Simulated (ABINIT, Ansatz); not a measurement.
# A GW chain in ABINIT: Ba2CaMoO6 (Fm-3m)

Wanted: ground state, empty states, screening and self-energy for Ba2CaMoO6 (Fm-3m).

Program: ABINIT 10.8.3. Level of theory: LDA and many-body steps on it, plane waves. Results are calculated unless marked as measured.

### Step 1. Starting point

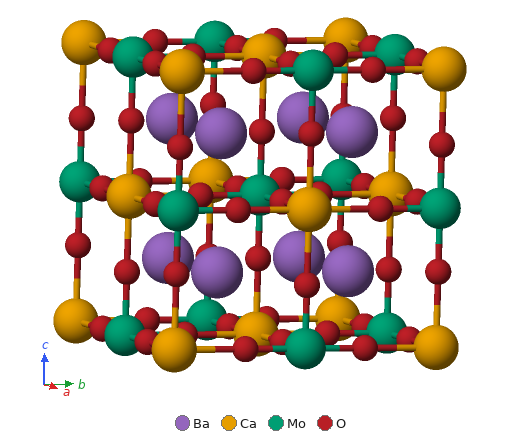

Start, viewed slightly off an axis; barium purple, calcium orange, molybdenum teal, oxygen red. This picture shows the conventional cell, with its axes. Some periodic images of atoms are drawn too.

The cell and positions come from the Crystallography Open Database and are kept as given unless a step says otherwise. Spin-orbit coupling is left out unless a step names it.

### Step 2. Ground state

This step: ABINIT 10.8.3; DFT, LDA, plane waves, norm-conserving pseudopotentials.

The ground-state density comes first.

Input file run.abi:

```
acell 3*1.0 Angstrom
rprim 
  -0.000000000000 4.190056500000 4.190056500000
  4.190056500000 -0.000000000000 4.190056500000
  4.190056500000 4.190056500000 -0.000000000000
ntypat 4
znucl 56 20 42 8
natom 10
typat 1 1 2 3 4 4 4 4 4 4
xred 
  0.250000000000 0.250000000000 0.250000000000
  0.750000000000 0.750000000000 0.750000000000
  0.000000000000 0.000000000000 0.000000000000
  0.500000000000 0.500000000000 0.500000000000
  0.728140000000 0.271860000000 0.271860000000
  0.271860000000 0.728140000000 0.271860000000
  0.271860000000 0.728140000000 0.728140000000
  0.728140000000 0.271860000000 0.728140000000
  0.271860000000 0.271860000000 0.728140000000
  0.728140000000 0.728140000000 0.271860000000
pp_dirpath "pseudos"
pseudos "Ba.upf, Ca.upf, Mo.upf, O.upf"
ecut 36
ngkpt 4 4 4
nshiftk 1
shiftk 0 0 0
kptopt 1
chksymbreak 0
nband 49
occopt 1
tolvrs 1e-10
nstep 60
prtwf 0
optforces 0
optstress 0
indata_prefix "in"
outdata_prefix "out"
tmpdata_prefix "tmp"
```

Run with:

```
OMP_NUM_THREADS=1 mpirun -n 4 abinit run.abi > log
```

Numbers of over 12 decimals in the logs are rounded to 6 here.

Output:

```text
.Version 10.8.3 of ABINIT. v10.8.2 released Aug 2026.

 Symmetries : space group Fm -3 m (#225); Bravais cF (face-center cubic)
================================================================================
 Values of the parameters that define the memory need of the present run
     intxc =       0    ionmov =       0      iscf =       7    lmnmax =       6
     lnmax =       6     mgfft =      64  mpssoang =       3    mqgrid =    3001
     natom =      10  nloc_mem =       1    nspden =       1   nspinor =       1
    nsppol =       1      nsym =      48    n1xccc =    2501    ntypat =       4
    occopt =       1   xclevel =       1
-    mband =          49        mffmem =           1         mkmem =           2
       mpw =       10284          nfft =      262144          nkpt =           8
================================================================================
  Rough estimation (10% accuracy) of disk space for files :
================================================================================

--------------------------------------------------------------------------------
------------- Echo of variables that govern the present computation ------------
--------------------------------------------------------------------------------
 -outvars: echo values of preprocessed input variables --------
            acell      1.8897261259E+00  1.8897261259E+00  1.8897261259E+00 Bohr

      chksymbreak           0
             ecut      3.60000000E+01 Hartree
-          fftalg         312

              ixc       -1012
              kpt      0.00000000E+00  0.00000000E+00  0.00000000E+00
                       2.50000000E-01  0.00000000E+00  0.00000000E+00
                       5.00000000E-01  0.00000000E+00  0.00000000E+00
                       2.50000000E-01  2.50000000E-01  0.00000000E+00
                       5.00000000E-01  2.50000000E-01  0.00000000E+00
                      -2.50000000E-01  2.50000000E-01  0.00000000E+00
                       5.00000000E-01  5.00000000E-01  0.00000000E+00
                      -2.50000000E-01  5.00000000E-01  2.50000000E-01
         kptrlatt        4    0    0      0    4    0      0    0    4
          kptrlen      4.47913070E+01
P           mkmem           2
            natom          10
            nband          49
            ngfft          64      64      64
             nkpt           8
            nstep          60
             nsym          48
           ntypat           4
              occ      2.000000  2.000000  2.000000  2.000000  2.000000  2.000000
                       2.000000  2.000000  2.000000  2.000000  2.000000  2.000000
                       2.000000  2.000000  2.000000  2.000000  2.000000  2.000000
                       2.000000  2.000000  2.000000  2.000000  2.000000  2.000000
                       2.000000  2.000000  2.000000  2.000000  2.000000  2.000000
                       2.000000  2.000000  2.000000  2.000000  2.000000  2.000000
                       2.000000  2.000000  2.000000  2.000000  0.000000  0.000000
                       0.000000  0.000000  0.000000  0.000000  0.000000  0.000000
                       0.000000
        optforces           0
        optstress           0
            prtwf           0
            rprim     -0.0000000000E+00  4.1900565000E+00  4.1900565000E+00
                       4.1900565000E+00 -0.0000000000E+00  4.1900565000E+00
                       4.1900565000E+00  4.1900565000E+00 -0.0000000000E+00
          spgroup         225

           tolvrs      1.00000000E-10

             xred      2.5000000000E-01  2.5000000000E-01  2.5000000000E-01
                       7.5000000000E-01  7.5000000000E-01  7.5000000000E-01
[...]
znucl       56.00000   20.00000   42.00000    8.00000

================================================================================

 chkinp: Checking input parameters for consistency.

================================================================================
== DATASET  1 ==================================================================
-   mpi_nproc: 4, omp_nthreads: 1 (-1 if OMP is not activated)

--- !DatasetInfo
iteration_state: {dtset: 1, }
dimensions: {natom: 10, nkpt: 8, mband: 49, nsppol: 1, nspinor: 1, nspden: 1, mpw: 10284, }
cutoff_energies: {ecut:  36.0, pawecutdg:  -1.0, }
electrons: {nelect:   8.00000000E+01, charge:   0.00000000E+00, occopt:   1.00000000E+00, tsmear:   1.00000000E-02, }

 Real(R)+Recip(G) space primitive vectors, cartesian coordinates (Bohr,Bohr^-1):
 R(1)=  0.0000000  7.9180592  7.9180592  G(1)= -0.0631468  0.0631468  0.0631468
 R(2)=  7.9180592  0.0000000  7.9180592  G(2)=  0.0631468 -0.0631468  0.0631468
 R(3)=  7.9180592  7.9180592  0.0000000  G(3)=  0.0631468  0.0631468 -0.0631468
 Unit cell volume ucvol=  9.9285593E+02 bohr^3
 Angles (23,13,12)=  6.00000000E+01  6.00000000E+01  6.00000000E+01 degrees

 getcut: wavevector=  0.0000  0.0000  0.0000  ngfft=  64  64  64
         ecut(hartree)=     36.000   => boxcut(ratio)=   2.11607

--- Pseudopotential description ------------------------------------------------
- Ba Generated using ONCVPSP code by D. R. Hamann
- 56.00000  10.00000  180309                  znucl, zion, pspdat
12 -1012 2 -1 1912                            pspcod,pspxc,lmax,lloc,mmax
     nproj     2     2     2
  pspatm : epsatm=   25.95172157
[...]
--- l  ekb(1:nproj) -->
[...]
2   -1.033686
 pspatm: atomic psp has been read  and splines computed

   9.43553668E+03                                ecore*ucvol(ha*bohr**3)
--------------------------------------------------------------------------------

_setup2: Arith. and geom. avg. npw (full set) are   10248.328   10248.310

================================================================================

--- !BeginCycle
iteration_state: {dtset: 1, }
solver: {iscf: 7, nstep: 60, nline: 4, wfoptalg: 0, }
tolerances: {tolvrs: 1.00E-10, }

     iter   Etot(hartree)      deltaE(h)  residm     vres2
 ETOT  1  -263.54781161445    -2.635E+02 1.393E-01 8.150E+03
 ETOT  2  -258.13800597355     5.410E+00 3.375E-02 3.775E+04
 ETOT  3  -264.82925363745    -6.691E+00 3.465E-02 1.348E+03
 ETOT  4  -264.88777643595    -5.852E-02 7.910E-03 6.474E+02
 ETOT  5  -264.97506322809    -8.729E-02 2.072E-03 2.522E+01
 ETOT  6  -264.97830888146    -3.246E-03 1.417E-03 8.804E+00
 ETOT  7  -264.97923987669    -9.310E-04 4.470E-04 2.079E-01
 ETOT  8  -264.97927278908    -3.291E-05 3.717E-04 1.074E-02
 ETOT  9  -264.97927413351    -1.344E-06 1.346E-04 7.883E-05
 ETOT 10  -264.97927414281    -9.297E-09 1.771E-04 1.322E-05
 ETOT 11  -264.97927414395    -1.147E-09 5.195E-05 2.447E-07
 ETOT 12  -264.97927414400    -4.820E-11 1.035E-04 2.507E-09
 ETOT 13  -264.97927414400    -9.663E-13 5.921E-05 1.907E-10
 ETOT 14  -264.97927414404    -3.399E-11 7.622E-05 5.323E-12

 At SCF step   14       vres2   =  5.32E-12 < tolvrs=  1.00E-10 =>converged.

--- !ResultsGS
iteration_state: {dtset: 1, }
comment   : Summary of ground state results
lattice_vectors:
- [ -0.0000000,   7.9180592,   7.9180592, ]
- [  7.9180592,  -0.0000000,   7.9180592, ]
- [  7.9180592,   7.9180592,  -0.0000000, ]
lattice_lengths: [  11.19783,   11.19783,   11.19783, ]
lattice_angles: [ 60.000,  60.000,  60.000, ] # degrees, (23, 13, 12)
lattice_volume:   9.9285593E+02
convergence: {deltae: -3.399E-11, res2:  5.323E-12, residm:  7.622E-05, diffor:  0.000E+00, }
etotal    :  -2.64979274E+02
entropy   :   0.00000000E+00
fermie    :   2.08105578E-01
cartesian_stress_tensor: null
pressure_GPa: null
xred      :
- [  2.5000E-01,   2.5000E-01,   2.5000E-01, Ba]
- [  7.5000E-01,   7.5000E-01,   7.5000E-01, Ba]
- [  0.0000E+00,   0.0000E+00,   0.0000E+00, Ca]
- [  5.0000E-01,   5.0000E-01,   5.0000E-01, Mo]
- [  7.2814E-01,   2.7186E-01,   2.7186E-01,  O]
- [  2.7186E-01,   7.2814E-01,   2.7186E-01,  O]
- [  2.7186E-01,   7.2814E-01,   7.2814E-01,  O]
- [  7.2814E-01,   2.7186E-01,   7.2814E-01,  O]
- [  2.7186E-01,   2.7186E-01,   7.2814E-01,  O]
- [  7.2814E-01,   7.2814E-01,   2.7186E-01,  O]
cartesian_forces: null
force_length_stats: {min: null, max: null, mean: null, }

 Integrated electronic density in atomic spheres:
 ------------------------------------------------
 Atom  Sphere_radius  Integrated_density
[...]
================================================================================

 ----iterations are completed or convergence reached----

 Mean square residual over all n,k,spin=   87.244E-08; max=  76.217E-06
 reduced coordinates (array xred) for   10 atoms
[...]
0.271860000000      0.728140000000      0.271860000000
       0.271860000000      0.728140000000      0.728140000000
       0.728140000000      0.271860000000      0.728140000000
       0.271860000000      0.271860000000      0.728140000000
       0.728140000000      0.728140000000      0.271860000000
 rms dE/dt=  0.0000E+00; max dE/dt=  0.0000E+00; dE/dt below (all hartree)
    1       0.000000000000      0.000000000000      0.000000000000
    2       0.000000000000      0.000000000000      0.000000000000
    3       0.000000000000      0.000000000000      0.000000000000
    4       0.000000000000      0.000000000000      0.000000000000
    5       0.000000000000      0.000000000000      0.000000000000
    6       0.000000000000      0.000000000000      0.000000000000
    7       0.000000000000      0.000000000000      0.000000000000
    8       0.000000000000      0.000000000000      0.000000000000
    9       0.000000000000      0.000000000000      0.000000000000
   10       0.000000000000      0.000000000000      0.000000000000

 cartesian coordinates (angstrom) at end:
[...]
6      4.190056     2.278218     4.190056
    7      6.101895     4.190056     4.190056
    8      4.190056     6.101895     4.190056
    9      4.190056     4.190056     2.278218
   10      4.190056     4.190056     6.101895
 length scales=  1.889726125908  1.889726125908  1.889726125908 bohr
              =  1.000000000000  1.000000000000  1.000000000000 angstroms
 prteigrs : about to open file out_EIG
 Fermi (or HOMO) energy (hartree) =   0.20811   Average Vxc (hartree)=  -0.41461
 Eigenvalues (hartree) for nkpt=   8  k points:
 kpt#   1, nband= 49, wtk=  0.01563, kpt=  0.0000  0.0000  0.0000 (reduced coord)
  -2.04544   -1.13992   -1.09728   -1.09728   -1.09728   -0.72690   -0.72219   -0.46688
  -0.46688   -0.46688   -0.39546   -0.37954   -0.37954   -0.34294   -0.34294   -0.34294
  -0.19566   -0.19566   -0.19566   -0.17714   -0.17714   -0.17714    0.05336    0.05336
   0.07305    0.07956    0.07956    0.07956    0.14115    0.14115    0.14115    0.16865
   0.16865    0.16865    0.19552    0.19552    0.19552    0.20811    0.20811    0.20811
   0.30071    0.30071    0.30071    0.37333    0.37333    0.42031    0.43105    0.43105
   0.43105
 prteigrs : prtvol=0 or 1, do not print more k-points.

--- !EnergyTerms
iteration_state     : {dtset: 1, }
comment             : Components of total free energy in Hartree
kinetic             :  1.14488412271685E+02
hartree             :  6.09443264439132E+01
xc                  : -5.56919113005747E+01
Ewald energy        : -1.93516211223545E+02
psp_core            :  9.50342982832743E+00
local_psp           : -2.03698760950083E+02
non_local_psp       :  2.99144078624002E+00
total_energy        : -2.64979274144037E+02
total_energy_eV     : -7.21045337591307E+03
band_energy         : -2.04339677481473E+01

== END DATASET(S) ==============================================================
================================================================================

 -outvars: echo values of variables after computation  --------
           etotal     -2.6497927414E+02
            nband          49
             nkpt           8
          spgroup         225
 [... the other variables as echoed above ...]

 Calculation completed.
```

Run time: 76 s. Hardware: 4 MPI ranks of Arm Neoverse V1, shared host; peak memory 0.55 GiB.

Numbers from this step:

```yaml
total_energy: -7210.4534 eV
gap: 2.125 eV
k_of_the_valence_top: 0, 0, 0
k_of_the_conduction_bottom: 0.5, 0.5, 0
least_direct_gap: 2.190 eV
```

The gap is indirect, with the least direct gap 0.06 eV higher.

### Step 3. Empty states on the mesh, 2×2×2 mesh, 525 bands

The sums over transitions need many empty states on a uniform mesh; this step solves for them.

run.abi: that of step 2 with these lines changed.

```diff
@@ -23,3 +23,3 @@
 ecut 36
-ngkpt 4 4 4
+ngkpt 2 2 2
 nshiftk 1
@@ -28,9 +28,10 @@
 chksymbreak 0
-nband 49
-occopt 1
-tolvrs 1e-10
+iscf -2
+irdden 1
+istwfk *1
+nband 525
+nbdbuf 46
+tolwfr 1e-09
 nstep 60
-prtwf 0
-optforces 0
-optstress 0
+prtvol 0
 indata_prefix "in"
```

Run with:

```
OMP_NUM_THREADS=1 mpirun -n 3 abinit run.abi > log
```

Output:

```text
.Version 10.8.3 of ABINIT. v10.8.2 released Aug 2026.

 Symmetries : space group Fm -3 m (#225); Bravais cF (face-center cubic)
[... echo of the input left out ...]
== DATASET  1 ==================================================================
-   mpi_nproc: 3, omp_nthreads: 1 (-1 if OMP is not activated)

--- !DatasetInfo
iteration_state: {dtset: 1, }
dimensions: {natom: 10, nkpt: 3, mband: 525, nsppol: 1, nspinor: 1, nspden: 1, mpw: 10272, }
cutoff_energies: {ecut:  36.0, pawecutdg:  -1.0, }
electrons: {nelect:   8.00000000E+01, charge:   0.00000000E+00, occopt:   1.00000000E+00, tsmear:   1.00000000E-02, }

 Real(R)+Recip(G) space primitive vectors, cartesian coordinates (Bohr,Bohr^-1):
 R(1)=  0.0000000  7.9180592  7.9180592  G(1)= -0.0631468  0.0631468  0.0631468
 R(2)=  7.9180592  0.0000000  7.9180592  G(2)=  0.0631468 -0.0631468  0.0631468
 R(3)=  7.9180592  7.9180592  0.0000000  G(3)=  0.0631468  0.0631468 -0.0631468
 Unit cell volume ucvol=  9.9285593E+02 bohr^3
 Angles (23,13,12)=  6.00000000E+01  6.00000000E+01  6.00000000E+01 degrees

 getcut: wavevector=  0.0000  0.0000  0.0000  ngfft=  64  64  64
         ecut(hartree)=     36.000   => boxcut(ratio)=   2.11607

--- Pseudopotential description ------------------------------------------------
- Ba Generated using ONCVPSP code by D. R. Hamann
- 56.00000  10.00000  180309                  znucl, zion, pspdat
12 -1012 2 -1 1912                            pspcod,pspxc,lmax,lloc,mmax
     nproj     2     2     2
  pspatm : epsatm=   25.95172157
         --- l  ekb(1:nproj) -->
             0    6.668455    0.685657
             1    5.046948    0.410312
             2    2.551809    0.419281
 pspatm: atomic psp has been read  and splines computed

- Ca Generated using ONCVPSP code by D. R. Hamann
- 20.00000  10.00000  180309                  znucl, zion, pspdat
12 -1012 2 -1 1724                            pspcod,pspxc,lmax,lloc,mmax
     nproj     2     2     2
  pspatm : epsatm=   12.51424511
         --- l  ekb(1:nproj) -->
[...]
pspatm: atomic psp has been read  and splines computed

- Mo Generated using ONCVPSP code by D. R. Hamann
- 42.00000  14.00000  180309                  znucl, zion, pspdat
12 -1012 2 -1 1602                            pspcod,pspxc,lmax,lloc,mmax
     nproj     2     2     2
  pspatm : epsatm=   15.87300509
         --- l  ekb(1:nproj) -->
[...]
pspatm: atomic psp has been read  and splines computed

- O Generated using ONCVPSP code by D. R. Hamann
-  8.00000   6.00000  201201                  znucl, zion, pspdat
12 -1012 2 -1 926                             pspcod,pspxc,lmax,lloc,mmax
     nproj     2     2     1
  pspatm : epsatm=    6.27558587
         --- l  ekb(1:nproj) -->
[...]
2   -1.033686
 pspatm: atomic psp has been read  and splines computed

[...]
-7.2219E-01 -4.6688E-01 -4.6688E-01 -4.6688E-01 -3.9546E-01 -3.7954E-01
 -3.7954E-01 -3.4294E-01 -3.4294E-01 -3.4294E-01 -1.9566E-01 -1.9566E-01
[...]
4.3845E+00  4.3845E+00  4.3944E+00  4.3944E+00  4.4183E+00  4.4428E+00
  4.4428E+00  4.4432E+00  4.4715E+00  4.4730E+00  4.4860E+00  4.4880E+00
[...]
prteigrs : prtvol=0 or 1, do not print more k-points.

--- !ResultsGS
iteration_state: {dtset: 1, }
comment   : Summary of ground state results
lattice_vectors:
- [ -0.0000000,   7.9180592,   7.9180592, ]
- [  7.9180592,  -0.0000000,   7.9180592, ]
- [  7.9180592,   7.9180592,  -0.0000000, ]
lattice_lengths: [  11.19783,   11.19783,   11.19783, ]
lattice_angles: [ 60.000,  60.000,  60.000, ] # degrees, (23, 13, 12)
lattice_volume:   9.9285593E+02
convergence: {deltae:  0.000E+00, res2:  0.000E+00, residm:  9.993E-10, diffor:  0.000E+00, }
etotal    :  -2.64979274E+02
entropy   :   0.00000000E+00
fermie    :   2.08105578E-01
cartesian_stress_tensor: null
pressure_GPa: null
xred      :
- [  2.5000E-01,   2.5000E-01,   2.5000E-01, Ba]
- [  7.5000E-01,   7.5000E-01,   7.5000E-01, Ba]
- [  0.0000E+00,   0.0000E+00,   0.0000E+00, Ca]
- [  5.0000E-01,   5.0000E-01,   5.0000E-01, Mo]
- [  7.2814E-01,   2.7186E-01,   2.7186E-01,  O]
- [  2.7186E-01,   7.2814E-01,   2.7186E-01,  O]
- [  2.7186E-01,   7.2814E-01,   7.2814E-01,  O]
- [  7.2814E-01,   2.7186E-01,   7.2814E-01,  O]
- [  2.7186E-01,   2.7186E-01,   7.2814E-01,  O]
- [  7.2814E-01,   7.2814E-01,   2.7186E-01,  O]
cartesian_forces: null
force_length_stats: {min: null, max: null, mean: null, }

 Integrated electronic density in atomic spheres:
 ------------------------------------------------
 Atom  Sphere_radius  Integrated_density
[...]
================================================================================

 ----iterations are completed or convergence reached----

 Mean square residual over all n,k,spin=   40.583E-11; max=  99.927E-11
 reduced coordinates (array xred) for   10 atoms
[...]
0.271860000000      0.271860000000      0.728140000000
       0.728140000000      0.728140000000      0.271860000000

 cartesian coordinates (angstrom) at end:
    1      2.095028     2.095028     2.095028
    2      6.285085     6.285085     6.285085
    3      0.000000     0.000000     0.000000
[...]
9      4.190056     4.190056     2.278218
   10      4.190056     4.190056     6.101895
 length scales=  1.889726125908  1.889726125908  1.889726125908 bohr
              =  1.000000000000  1.000000000000  1.000000000000 angstroms
 prteigrs : about to open file out_EIG
 Eigenvalues (hartree) for nkpt=   3  k points:
 kpt#   1, nband=525, wtk=  0.12500, kpt=  0.0000  0.0000  0.0000 (reduced coord)
[...]
4.35850    4.36774    4.38425    4.38425    4.38425    4.38453    4.38453    4.38453
   4.39440    4.39440    4.41826    4.44276    4.44282    4.44319    4.47155    4.47301
   4.48604    4.48795    4.48987    4.49084    4.49359
 prteigrs : prtvol=0 or 1, do not print more k-points.

== END DATASET(S) ==============================================================
================================================================================

 -outvars: echo values of variables after computation  --------
            nband         525
             nkpt           3
          spgroup         225
 [... the other variables as echoed above ...]

 Calculation completed.
```

The job ended after 8.7 min (3 MPI ranks; peak memory 0.6 GiB).

Numbers from this step:

* gap: 2.125 eV
* k of the valence top: 0, 0, 0
* k of the conduction bottom: 0.5, 0.5, 0
* least direct gap: 2.190 eV
* k points computed: 3
* lowest point of the top converged band, above the valence top: 109.1068 eV

On this mesh the gap is 2.125 eV.

(Continued in part 2 of 2.)

[Paths, hosts, dates, memory and timing lines, banners, echoed tables and standing remarks are left out of the program output.]

[Logs are printed without paths, hosts, clocks, repeated set-up lines and the standing remarks that a program may print on its own settings, such as how far it seeks lower states.]

[Runs of the session that timed out or met a known fault of the program may be left out.]

[Hosts, paths, dates, database ids (printed as entryN), source tags and the programs' standing remarks are cut or masked in the printed files.]

[G0W0 gaps are taken among the corrected bands and points alone; a level outside them can change the order at an edge.]

[Where Ansatz stands beside ABINIT at settings called matched, ABINIT's density can come from a denser mesh and the files from another edition; pairs whose starting gaps differed by over 0.03 eV were left out, so agreement reads better than it is.]
